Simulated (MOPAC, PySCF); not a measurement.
Dissociation curve of CH5N, SMILES CN. The C1–H7 bond (C1 also carries H, H, N; H7 carries nothing else) is stretched with both fragments frozen at the PBE0/def2-TZVP optimised geometry.

```
7

C      0.0000     0.0000     0.0000
N      1.2073    -0.6501    -0.4815
H     -0.9445    -0.4527    -0.3353
H      0.0000     1.0449    -0.3183
H      1.2318    -0.6513    -1.4931
H      1.2315    -1.6182    -0.1883
H      0.0000     0.0000     1.0923
```

- PM6, restricted, heats of formation (MOPAC)
- UKS-B3LYP/3-21G = unrestricted B3LYP/3-21G (PySCF)
- RHF/def2-TZVP (PySCF)
- UKS-TPSSh = unrestricted TPSSh/def2-TZVP in PySCF

Energies are in kcal/mol, each relative to the lowest point of its own curve near equilibrium.

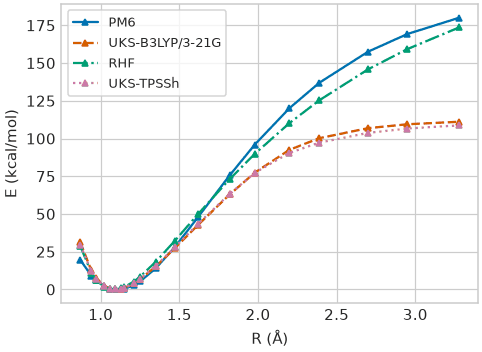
*Energy against bond length for each method.*

```json
[
 {"R / Å": "0.87", "PM6": "19.6", "UKS-B3LYP/3-21G": "31.2", "RHF": "28.8", "UKS-TPSSh": "29.6"},
 {"R / Å": "0.94", "PM6": "9.2", "UKS-B3LYP/3-21G": "12.7", "RHF": "11.2", "UKS-TPSSh": "11.9"},
 {"R / Å": "0.97", "PM6": "6.0", "UKS-B3LYP/3-21G": "7.7", "RHF": "6.6", "UKS-TPSSh": "7.2"},
 {"R / Å": "1.02", "PM6": "2.3", "UKS-B3LYP/3-21G": "2.5", "RHF": "1.8", "UKS-TPSSh": "2.3"},
 {"R / Å": "1.06", "PM6": "0.6", "UKS-B3LYP/3-21G": "0.5", "RHF": "0.2", "UKS-TPSSh": "0.4"},
 {"R / Å": "1.09", "PM6": "0.0", "UKS-B3LYP/3-21G": "0.0", "RHF": "0.0", "UKS-TPSSh": "0.0"},
 {"R / Å": "1.13", "PM6": "0.1", "UKS-B3LYP/3-21G": "0.4", "RHF": "0.8", "UKS-TPSSh": "0.5"},
 {"R / Å": "1.15", "PM6": "0.4", "UKS-B3LYP/3-21G": "1.0", "RHF": "1.6", "UKS-TPSSh": "1.1"},
 {"R / Å": "1.21", "PM6": "2.8", "UKS-B3LYP/3-21G": "3.9", "RHF": "5.2", "UKS-TPSSh": "4.1"},
 {"R / Å": "1.25", "PM6": "5.3", "UKS-B3LYP/3-21G": "6.7", "RHF": "8.4", "UKS-TPSSh": "6.9"},
 {"R / Å": "1.35", "PM6": "14.0", "UKS-B3LYP/3-21G": "15.2", "RHF": "18.3", "UKS-TPSSh": "15.6"},
 {"R / Å": "1.47", "PM6": "27.9", "UKS-B3LYP/3-21G": "27.2", "RHF": "32.1", "UKS-TPSSh": "27.8"},
 {"R / Å": "1.62", "PM6": "48.1", "UKS-B3LYP/3-21G": "42.9", "RHF": "50.1", "UKS-TPSSh": "43.5"},
 {"R / Å": "1.82", "PM6": "75.6", "UKS-B3LYP/3-21G": "62.9", "RHF": "73.1", "UKS-TPSSh": "63.3"},
 {"R / Å": "1.98", "PM6": "96.0", "UKS-B3LYP/3-21G": "77.4", "RHF": "89.9", "UKS-TPSSh": "77.3"},
 {"R / Å": "2.20", "PM6": "120.1", "UKS-B3LYP/3-21G": "92.5", "RHF": "110.2", "UKS-TPSSh": "90.5"},
 {"R / Å": "2.39", "PM6": "137.0", "UKS-B3LYP/3-21G": "100.2", "RHF": "125.3", "UKS-TPSSh": "97.3"},
 {"R / Å": "2.70", "PM6": "157.6", "UKS-B3LYP/3-21G": "106.9", "RHF": "145.8", "UKS-TPSSh": "103.7"},
 {"R / Å": "2.95", "PM6": "169.2", "UKS-B3LYP/3-21G": "109.4", "RHF": "159.3", "UKS-TPSSh": "106.6"},
 {"R / Å": "3.28", "PM6": "180.0", "UKS-B3LYP/3-21G": "111.1", "RHF": "173.7", "UKS-TPSSh": "108.7"}
]
```

At the longest distance, 3.28 Å, PM6 lies highest above its minimum (180.0 kcal/mol) and UKS-TPSSh lowest (108.7 kcal/mol).

The restricted form behind PM6, RHF keeps the bonding electrons paired and can't separate into open-shell fragments. The unrestricted determinant behind UKS-B3LYP/3-21G is spin-contaminated at 2.20 to 3.28 Å (<S²> up to 1.0, against 0.00 for a pure singlet). The unrestricted determinant behind UKS-TPSSh is spin-contaminated at 1.98 to 3.28 Å (<S²> up to 0.9, against 0.00 for a pure singlet).
